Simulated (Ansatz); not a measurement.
Two G0W0 runs on SiO2 (P4_32_12).

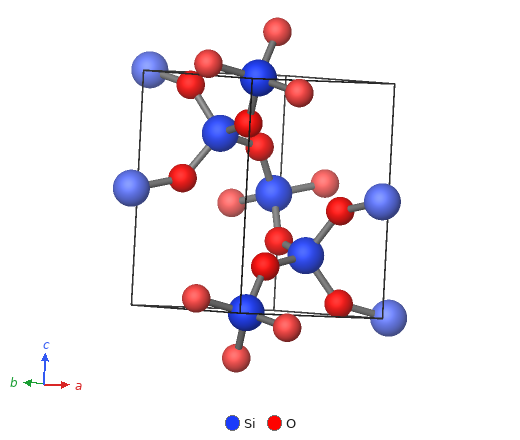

The structure (silicon blue, oxygen red). Some periodic images of atoms are drawn too.

The structure is tetragonal, space group P4_32_12 (No. 96). The conventional cell has a = 4.933 Å, b = 4.933 Å, c = 6.465 Å, α = 90.00°, β = 90.00°, γ = 90.00°. Si has 4 O at 1.62 Å nearest. O has 2 Si at 1.62 Å nearest. Farther neighbours and most contacts between anions are not listed.

```
Si O
1.0
     4.93290    0.00000    0.00000
     0.00000    4.93290    0.00000
     0.00000    0.00000    6.46450
Si O
4 8
Direct
  0.81771 0.81771 0.50000
  0.68229 0.31771 0.25000
  0.18230 0.18230 0.00000
  0.31771 0.68229 0.75000
  0.26834 0.36457 0.80193
  0.13543 0.76834 0.55193
  0.73166 0.63543 0.30193
  0.86457 0.23166 0.05193
  0.76834 0.13543 0.44807
  0.63543 0.73166 0.69807
  0.23166 0.86457 0.94807
  0.36457 0.26834 0.19807
```

The cell and positions come from the Crystallography Open Database and are kept as given unless a step says otherwise.

The first (Ansatz 0.2.0; start LDA, 4×4×2 mesh, 862 empty bands, screening to 180 eV, PAW set soft_1 files; 1 × NVIDIA H100 80GB HBM3 (shared by 6 runs) with 3 threads of AMD EPYC 7R13 (Zen 3), shared host) gave, on its mesh: starting gap 5.48 eV, G0W0 gap 8.69 eV, RPA ε∞ (mean) 2.36, 75 s.

**Question.** The second changes empty bands from 862 to 141 and screening cutoff (eV) from 180.0 to 54. What does it give?

It gave: starting gap 5.48 eV, G0W0 gap 8.36 eV, RPA ε∞ (mean) 2.39, 11 s. The G0W0 gap moves by −0.33 eV, +0.00 eV from the start and −0.33 eV from the correction. Σc changes by +0.47 eV at the valence top and +0.14 eV at the conduction bottom, and Σx − Vxc between them by +0.00 eV.

Limits: not at the basis limit; coarse k mesh.

[Paths, hosts, dates, memory and timing lines, banners, echoed tables and standing remarks are left out of the program output.]

[Logs are printed without paths, hosts, clocks, repeated set-up lines and the standing remarks that a program may print on its own settings, such as how far it seeks lower states.]

[Runs of the session that timed out or met a known fault of the program may be left out.]

[Cells called generated may have been cut or substituted from an entry of the Crystallography Open Database or the Materials Project.]

[Hosts, paths, dates, database ids (printed as entryN), source tags and the programs' standing remarks are cut or masked in the printed files.]
